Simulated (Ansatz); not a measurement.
## Zr2CF2 monolayer: phonons and vibrational spectra

Wanted: phonon frequencies of Zr2CF2 monolayer and what follows from them.

Main program and level: Ansatz 0.2.0; DFT PBE, scalar-relativistic, plane waves, PAW; PAW set soft_1.

## (1) The structure

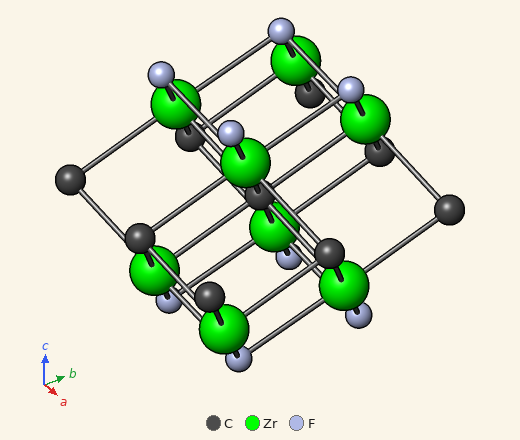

Start, viewed slightly off an axis; carbon dark grey, zirconium green, fluorine light blue. 2×2×1 cells are drawn. Some periodic images of atoms are drawn too.

The cell holds 5 atoms: 1 C, 2 Zr and 2 F. Its edges and angles: a = 3.300 Å, b = 3.300 Å, c = 20.000 Å, α = 90.0°, β = 90.0°, γ = 120.0°. Vacuum lies along c.

## (2) Rough relaxation

A rough relaxation comes first, because large forces or stress need no tight tolerances yet.

The program solves this slab on a cell height of its own, 33.2 Å, in place of the one typed.

File input.yaml:

```yaml
crystal:
  lattice:
    - [3.3, 0.0, 0.0]
    - [-1.65, 2.85788, 0.0]
    - [0.0, 0.0, 20.0]
  atoms:
    - { symbol: C, position: [0.0, 0.0, 0.5] }
    - { symbol: Zr, position: [0.333333, 0.666667, 0.56] }
    - { symbol: Zr, position: [0.666667, 0.333333, 0.44] }
    - { symbol: F, position: [0.666667, 0.333333, 0.6175] }
    - { symbol: F, position: [0.333333, 0.666667, 0.3825] }
  periodic: [true, true, false]
kpoints:
  mp_grid: { grid: [9, 9, 1] }
hamiltonian:
  xc: pbe
  pseudopotentials: { kind: paw, azcp: { folder: soft_1 } }
scf:
  occupations: { method: gaussian, width: 0.1 }
output:
  forces: true
  stress: true
  eigenvalues: true
relax:
  adjacent_minimum: "off"
  f_tol: 0.05
  max_steps: 80
  cell: { stress_2d_tol: 0.02 }
```

Launch:

```sh
$ ansatz run input.yaml --threads 4 --pin off --max-ram 16384MiB --backend cpu --events-out ev --progress --plain --runs-dir out
```

Numbers of over 12 decimals in the logs are rounded to 6 here.

What it wrote:

```text
[...]
cell:  # Å, volume = 314.2521 Å³
    - [3.306014, 0.0, 0]
    - [-1.653007, 2.863092, 0]
    - [0, 0, 33.2]
  atoms:
    - { symbol: C, position: [0, 0, 0.301205] }
    - { symbol: Zr, position: [0.333333, 0.666667, 0.338136] }
    - { symbol: Zr, position: [0.666667, 0.333333, 0.264273] }
    - { symbol: F, position: [0.666667, 0.333333, 0.378418] }
    - { symbol: F, position: [0.333333, 0.666667, 0.223991] }
[key lines of the parts left out:]
SCF converged after 6 iterations
Free energy (F): -10241.143015 eV
Fermi energy:    -4.119553 eV
P = ½ c Tr σ = 0.0161 N/m
```

The job ended after 19 s (4 threads of Arm Neoverse V2, shared host; peak memory 0.69 GiB).

The steps of the relaxation:

| step | energy less that of the first step (eV) | largest force component (eV/Å) | volume (Å³) |
| --- | --- | --- | --- |
| 1 | 0.0000 | 1.8931 | 313.11 |
| 2 | -0.3700 | 0.4752 | 313.85 |
| 3 | -0.3781 | 0.1254 | 315.90 |
| 4 | -0.3800 | 0.0193 | 314.40 |
| 5 | -0.3801 | 0.0063 | 314.32 |
| 6 | -0.3801 | 0.0005 | 314.25 |
| 7* | -0.3805 | 0.0004 | 314.25 |

Relaxation steps marked * repeat the geometry before them on a plane-wave basis chosen anew for their cell, so energy and pressure can jump there.

Forces are held to the 12 operations that the run works with; a distortion that breaks them can't arise in this run.

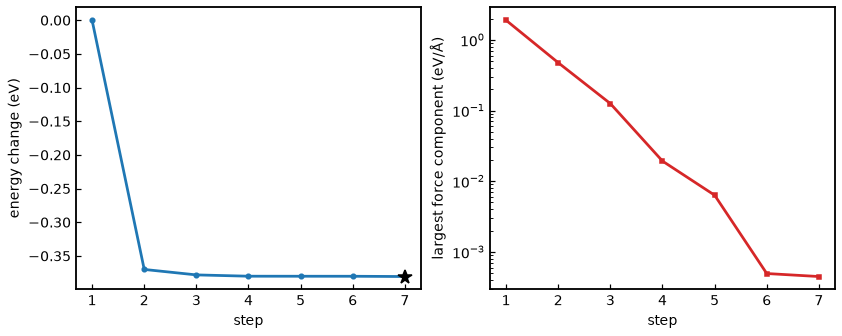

Energy and largest force along the relaxation. Stars mark steps on a basis chosen anew.

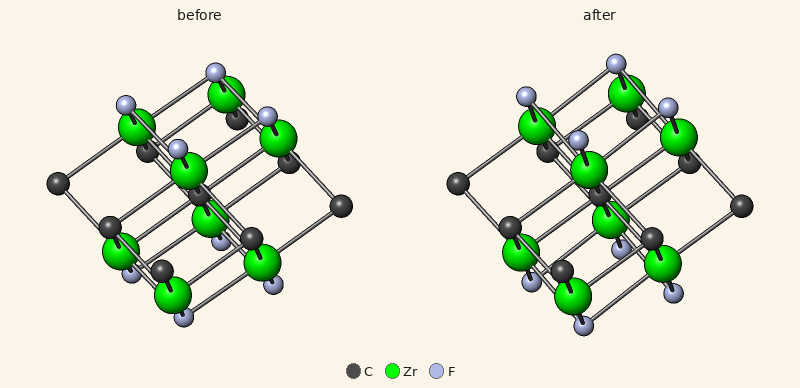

Before and after, at one scale.

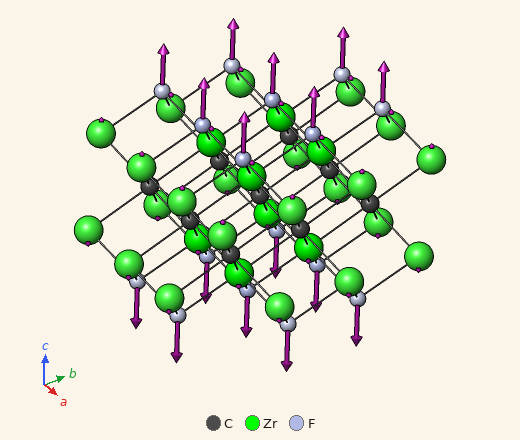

Displacements in the relaxation, exaggerated, measured against the changing cell; the longest in the cell stands for 0.21 Å. 2×2×1 cells are drawn. Some periodic images of atoms are drawn too.

```csv
cell as run,before,after,change
a (Å),3.300,3.306,+0.2 %
b (Å),3.300,3.306,+0.2 %
```

The atoms that moved most (Å, along periodic axes as changes of fractional coordinates times the final cell, across vacuum about the mean position):

```
atom     dx     dy      dz  length
  F5  0.000  0.000  -0.213   0.213
  F4  0.000  0.000   0.213   0.213
 Zr2  0.000  0.000   0.026   0.026
 Zr3  0.000  0.000  -0.026   0.026
```

Numbers from this step:

* gap on the k-mesh: 0 eV
* area per atom: 1.893 Å²

The relaxation ends with a largest force component of 4.5e-4 eV/Å.

## (3) Relaxation

The cell and atoms are relaxed, since residual forces and stress would shift the frequencies.

File input.yaml:

```yaml
crystal:
  lattice:
    - [3.3060143454, 0.0, 0.0]
    - [-1.6530071727, 2.8630924084, 0.0]
    - [0.0, 0.0, 33.2]
  atoms:
    - { symbol: C, position: [0.0, 0.0, 0.3012048193] }
    - { symbol: Zr, position: [0.3333333333, 0.6666666667, 0.3381361748] }
    - { symbol: Zr, position: [0.6666666667, 0.3333333333, 0.2642734638] }
    - { symbol: F, position: [0.6666666667, 0.3333333333, 0.3784182687] }
    - { symbol: F, position: [0.3333333333, 0.6666666667, 0.2239913698] }
  periodic: [true, true, false]
kpoints:
  mp_grid: { grid: [12, 12, 1] }
hamiltonian:
  xc: pbe
  pseudopotentials: { kind: paw, azcp: { folder: soft_1 } }
scf:
  occupations: { method: gaussian, width: 0.1 }
output:
  forces: true
  stress: true
  eigenvalues: true
  write_density: true
  write_potential: true
  elf: true
  volumetric_format: npy
relax:
  adjacent_minimum: "off"
  f_tol: 0.005
  max_steps: 80
  cell: { stress_2d_tol: 0.02 }
```

What it wrote:

```text
[...]
Crystal: 5 atoms, lattice volume = 314.252 Å³
Basis set: ecut = 420 eV, 6243 PW (Γ), exchange–correlation on 48×48×450 points (8 copies of the dense FFT grid, shifted against one another)
Bands: 26, of which v1, the nominal top of the filled ones, is band 21 counted from 1 (20 counted from 0)
Symmetry: 12 space group operations
[...]
k-points: 19 of 144
[...]
SCF iter   1: F=—  HF=-10246.320105 eV  |F-HF|=—  |Δ(HF+E_count)|=         —  Δρ=5.85e-2  dr2=2.01e1  ethr=3.10e-3  ⟨swp⟩=10.5  Hψ=3551  notcnv=0
[...]
SCF iter  12: F=-10241.135396 eV  HF=-10241.135396 eV  |F-HF|=5.58e-10  |Δ(HF+E_count)|=   9.90e-9  Δρ=1.88e-7  dr2=7.03e-11  ethr=2.76e-12  ⟨swp⟩=10.1  Hψ=4183  notcnv=0
SCF 1 converged in 12 iterations: F = -10241.135396 eV  dr2 = 7.03e-11
[...]
relax step   1: F+E_penalty+E_count = -10241.13539639 eV  Δ(F+E_penalty+E_count) = +0.000e0 eV  max|allowed force component| = 1.480e-1 eV/Å  Δτ_max = 0.0000 Å  P = -0.057 N/m  Ω = 314.252 Å³  fix = [c, alpha, beta]  reactions: c -0.000 N/m  (12 SCF iters, dr2 threshold 1.00e-7 eV, accepted)
Crystal: 5 atoms, lattice volume = 313.371 Å³
[...]
SCF iter   5: F=-10241.134346 eV  HF=-10241.134346 eV  |F-HF|=1.15e-7  |Δ(HF+E_count)|=   9.56e-7  Δρ=1.53e-5  dr2=4.57e-7  ethr=1.19e-9  ⟨swp⟩=20.4  Hψ=6697  notcnv=0
SCF 2 converged in 5 iterations: F = -10241.134346 eV  dr2 = 4.57e-7
relax step   2: F+E_penalty+E_count = -10241.13434560 eV  Δ(F+E_penalty+E_count) = +1.051e-3 eV  max|allowed force component| = 2.176e-1 eV/Å  Δτ_max = 0.0148 Å  P = -0.099 N/m  Ω = 313.371 Å³  energy of the carried Pulay correction = +2.845e-4 eV  fix = [c, alpha, beta]  (5 SCF iters, dr2 threshold 5.00e-7 eV, rejected (line search))
Crystal: 5 atoms, lattice volume = 314.125 Å³
[...]
SCF iter  10: F=-10241.136188 eV  HF=-10241.136188 eV  |F-HF|=5.82e-11  |Δ(HF+E_count)|=  2.06e-10  Δρ=1.47e-8  dr2=5.03e-13  ethr=1.00e-12  ⟨swp⟩=13.1  Hψ=3641  notcnv=0
SCF 3 converged in 10 iterations: F = -10241.136188 eV  dr2 = 5.03e-13
relax step   3: F+E_penalty+E_count = -10241.13618753 eV  Δ(F+E_penalty+E_count) = -7.911e-4 eV  max|allowed force component| = 7.758e-3 eV/Å  Δτ_max = 0.0046 Å  P = -0.055 N/m  Ω = 314.125 Å³  energy of the carried Pulay correction = +4.087e-5 eV  fix = [c, alpha, beta]  reactions: c -0.000 N/m  (10 SCF iters, accepted)
[...]
relax step   4: F+E_penalty+E_count = -10241.13625365 eV  Δ(F+E_penalty+E_count) = -6.612e-5 eV  max|allowed force component| = 3.070e-3 eV/Å  Δτ_max = 0.0016 Å  P = -0.013 N/m  Ω = 313.958 Å³  energy of the carried Pulay correction = +9.494e-5 eV  fix = [c, alpha, beta]  reactions: c -0.000 N/m  (5 SCF iters, dr2 threshold 3.76e-9 eV, accepted)
[...]
SCF iter   4: F=-10241.136181 eV  HF=-10241.136181 eV  |F-HF|=7.82e-11  |Δ(HF+E_count)|=  5.18e-10  Δρ=3.77e-8  dr2=3.25e-12  ethr=1.00e-12  ⟨swp⟩=14.3  Hψ=4425  notcnv=0
SCF 5 converged in 4 iterations: F = -10241.136181 eV  dr2 = 3.25e-12
relax step   5: F+E_penalty+E_count = -10241.13618138 eV  Δ(F+E_penalty+E_count) = +7.227e-5 eV  max|allowed force component| = 3.077e-3 eV/Å  Δτ_max = 0.0000 Å  P = -0.016 N/m  Ω = 313.958 Å³  fix = [c, alpha, beta]  reactions: c -0.000 N/m  stress off target by 1.60e-2 N/m on what of the cell is left free  SCF on the basis re-selected at this cell (its energy is not comparable with the rows above)  (4 SCF iters)
basis re-selected at this cell: Δ(F+E_penalty+E_count) = +7.227e-5 eV, ΔP = -0.003 N/m vs the last step (what re-selecting the basis moved, of the pressure what is left beyond the Pulay correction that the steps carried, after the strain that the cell walked since its last selection, with what the two solves' SCF thresholds leave and, on support functions, any second-order correction that the steps lacked; it is no m [...]
WARN: The output density's exchange-correlation potential varies sharply where the density is thin. Do not read a vacuum level from v_tot or v_xc, or from such a field of the output density. On a cell that repeats whose density bears no net charge and no dipole along the vacuum's axis use v_es (v_loc + v_h of the components); under efield.dipole_correction with no amplitude use v_es + v_field, which holds any externa [...]
SCF converged after 4 iterations
Free energy (F): -10241.136181 eV
[...]
Internal energy: -10241.129039 eV  (E = F + TS)
E sigma→0 (E₀):  -10241.132610 eV
Entropy (-TS):   -0.007143 eV (-1.429 meV/atom)
Fermi energy:    -3.989947 eV
[...]
--- Forces (eV/Å), atoms counted from 1 ---
  atom   1  C      0.00000000     0.00000000     0.00000000
  atom   2  Zr    -0.00000000     0.00000000    -0.00156896
  atom   3  Zr    -0.00000000    -0.00000000     0.00156896
  atom   4  F      0.00000000    -0.00000000    -0.00307713
  atom   5  F      0.00000000     0.00000000     0.00307713
  max |Σ_I F_I| component: 1.39e-17 eV/Å
--- 2D stress c σ (N/m, compression-positive) ---
       -0.016001       0.000000      -0.000000
        0.000000      -0.016001      -0.000000
       -0.000000      -0.000000      -0.000000
  P = ½ c Tr σ = -0.0160 N/m
--- Band table (eV; the first three rows and the last of 19) ---
  k-point 0: bands = [... 17 lower, -8.2388, -7.0473, -7.0473, -3.8220, -3.8220, -3.5331, -2.1243, -1.7562, ... 1 higher]
  k-point 1: bands = [... 17 lower, -8.1698, -7.2343, -7.0636, -4.0669, -3.6765, -3.4737, -1.9701, -1.8467, ... 1 higher]
  k-point 2: bands = [... 17 lower, -8.0105, -7.6179, -7.0896, -4.6087, -3.2612, -3.2592, -1.9885, -1.9047, ... 1 higher]
  k-point 18: bands = [... 17 lower, -8.0619, -8.0619, -7.3399, -3.5697, -2.7903, -2.7903, -1.3746, -0.9252, ... 1 higher]
--- Relaxed structure (4 steps of the walk, 3 accepted, 1 SCFs on fresh bases) ---
[...]
cell:  # Å, volume = 313.9580 Å³
    - [3.304467, 0.0, 0]
    - [-1.652233, 2.861752, 0]
    - [0, 0, 33.2]
  atoms:
    - { symbol: C, position: [0, 0, 0.30120481928] }
    - { symbol: Zr, position: [0.333333, 0.666667, 0.338285] }
    - { symbol: Zr, position: [0.666667, 0.333333, 0.264124] }
    - { symbol: F, position: [0.666667, 0.333333, 0.378408] }
    - { symbol: F, position: [0.333333, 0.666667, 0.224002] }
```

Elapsed: 16 s, on 4 threads; peak memory 0.69 GiB; 60 s of CPU time.

Little changed from the start: no atom moved by 0.005 Å and no cell edge by 0.1 %.

This step gave:

```
area per atom : 1.891 Å²
```

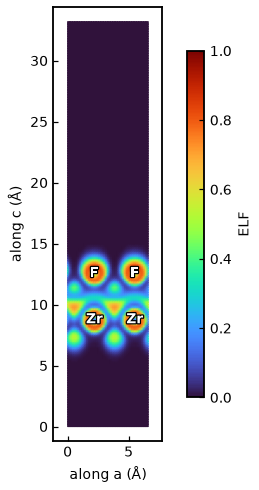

ELF in the ac plane at fractional y = 0.333, with atoms of Zr and F within 0.2 Å of it. It is the smooth field of the valence electrons, not physical close to the nuclei.

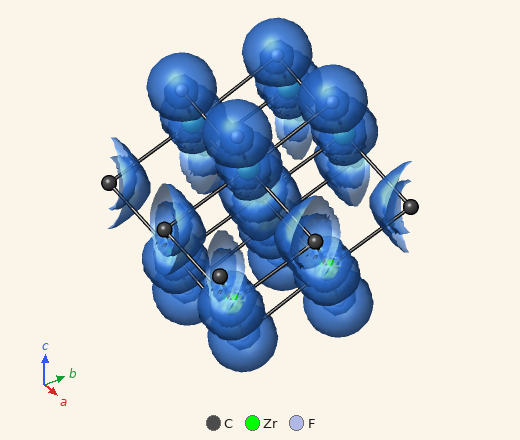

Surface of ELF = 0.74. 2×2×1 cells are drawn.

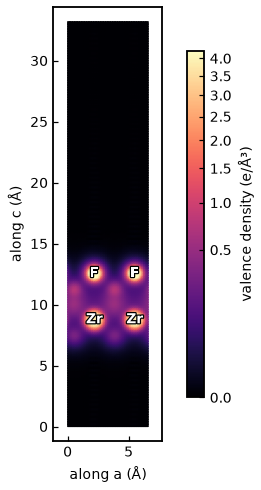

Valence density in the ac plane at fractional y = 0.333, with atoms of Zr and F within 0.2 Å of it. It is the smooth field of the valence electrons, not physical close to the nuclei. The colour scale is stretched toward low values.

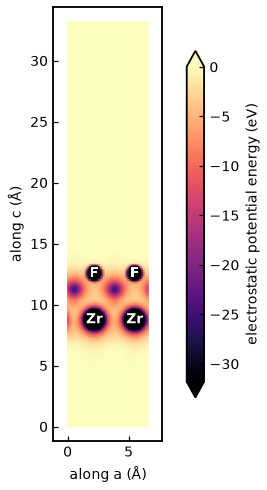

Electrostatic potential energy in the ac plane at fractional y = 0.333, with atoms of Zr and F within 0.2 Å of it. With pseudopotentials it is smooth inside the atoms' cores, unlike the true potential.

## (4) Relaxing to small forces for the phonons

Phonons need a cell at rest on their own settings, so the relaxation is repeated with tight tolerances on forces and stress, using the mesh and the filling of the phonon run that follows.

input.yaml, the sections that differ from step 3:

```yaml
crystal:
  lattice:
    - [3.3044668691, 0.0, 0.0]
    - [-1.6522334345, 2.8617522546, 0.0]
    - [0.0, 0.0, 33.2]
  atoms:
    - { symbol: C, position: [0.0, 0.0, 0.3012048193] }
    - { symbol: Zr, position: [0.3333333333, 0.6666666667, 0.3382852208] }
    - { symbol: Zr, position: [0.6666666667, 0.3333333333, 0.2641244177] }
    - { symbol: F, position: [0.6666666667, 0.3333333333, 0.3784078886] }
    - { symbol: F, position: [0.3333333333, 0.6666666667, 0.22400175] }
  periodic: [true, true, false]
scf:
  occupations: { method: methfessel_paxton, width: 0.2 }
relax:
  adjacent_minimum: "off"
  f_tol: 0.001
  max_steps: 60
  cell: { stress_2d_tol: 0.002 }
# kpoints, hamiltonian, output: as in step 3
```

What it wrote:

```text
[...]
Crystal: 5 atoms, lattice volume = 313.958 Å³
Basis set: ecut = 420 eV, 6243 PW (Γ), exchange–correlation on 48×48×450 points (8 copies of the dense FFT grid, shifted against one another)
Bands: 26, of which v1, the nominal top of the filled ones, is band 21 counted from 1 (20 counted from 0)
Symmetry: 12 space group operations
[...]
k-points: 19 of 144
[...]
cell:  # Å, volume = 313.9636 Å³
    - [3.304496, -2.8867778209792836e-11, 0]
    - [-1.652248, 2.861778, 0]
    - [0, 0, 33.2]
  atoms:
    - { symbol: C, position: [0, 0, 0.30120481928] }
    - { symbol: Zr, position: [0.333333, 0.666667, 0.338267] }
    - { symbol: Zr, position: [0.666667, 0.333333, 0.264143] }
    - { symbol: F, position: [0.666667, 0.333333, 0.378397] }
    - { symbol: F, position: [0.333333, 0.666667, 0.224013] }
[key lines of the parts left out:]
SCF converged after 7 iterations
Free energy (F): -10241.132521 eV
Fermi energy:    -3.983666 eV
P = ½ c Tr σ = -0.0010 N/m
```

Elapsed: 16 s, on 4 threads; peak memory 0.7 GiB.

Little changed from the start: no atom moved by 0.005 Å and no cell edge by 0.1 %.

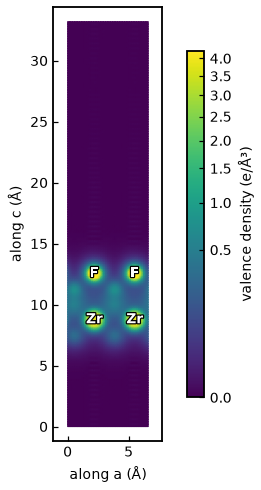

Valence density in the ac plane at fractional y = 0.333, with atoms of Zr and F within 0.2 Å of it. It is the smooth field of the valence electrons, not physical close to the nuclei. The colour scale is stretched toward low values.

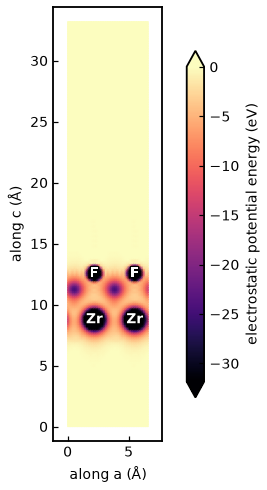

Electrostatic potential energy in the ac plane at fractional y = 0.333, with atoms of Zr and F within 0.2 Å of it. With pseudopotentials it is smooth inside the atoms' cores, unlike the true potential.

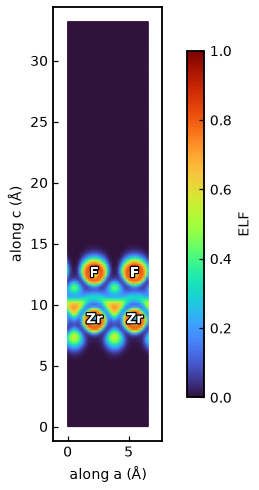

ELF in the ac plane at fractional y = 0.333, with atoms of Zr and F within 0.2 Å of it. It is the smooth field of the valence electrons, not physical close to the nuclei.

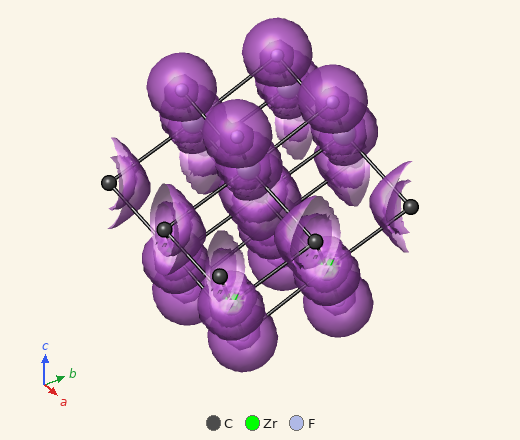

Surface of ELF = 0.74. 2×2×1 cells are drawn.

The largest force component left is 0.036 meV/Å, within the tolerances set.

(Continued in part 2 of 2.)

[Logs are printed without paths, hosts, clocks, repeated set-up lines and the standing remarks that a program may print on its own settings, such as how far it seeks lower states.]

[Hosts, paths, dates, database ids (printed as entryN), source tags and the programs' standing remarks are cut or masked in the printed files.]
